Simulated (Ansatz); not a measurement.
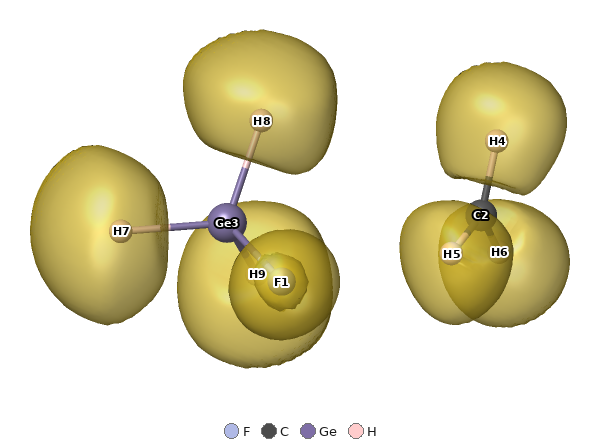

FGeH₃···CH₃ (doublet). Isosurface of the ELF at 0.75 (yellow), seen at a tilt. Only the valence region is drawn (cores and ρ < 0.01 e/Å³ removed).

The product side of a reaction path; geometry: PBE0-D4/def2-TZVP; a saddle point, not a minimum.

The calculation used UKS PBE0-D4/def2-TZVPP in Ansatz 0.2.0.

```xyz
9

F     1.5351   -1.0082   -0.2471
C    -0.9991    0.8649   -1.4886
Ge    0.7556   -0.6737    1.2782
H    -0.8958    1.9207   -1.2835
H    -0.1265    0.2688   -1.7150
H    -1.9829    0.4186   -1.5134
H     1.6162   -1.3729    2.3392
H     0.7512    0.8496    1.4428
H    -0.6538   -1.2678    1.1872
```

What do the ELF domains correspond to?

Answer. At this value the surface marks out six regions around hydrogen nuclei and one region wrapped around F (its valence shell). Along the contacts the grid gives the following. C2···Ge3 (3.62 Å): the ELF dips to about 0 between them (a weak contact between the two molecules). Ge–F (1.75 Å): the ELF peaks at about 0.80 in the valence shell of F, 0.5 Å from its nucleus, and is about 0.25 at the midpoint.
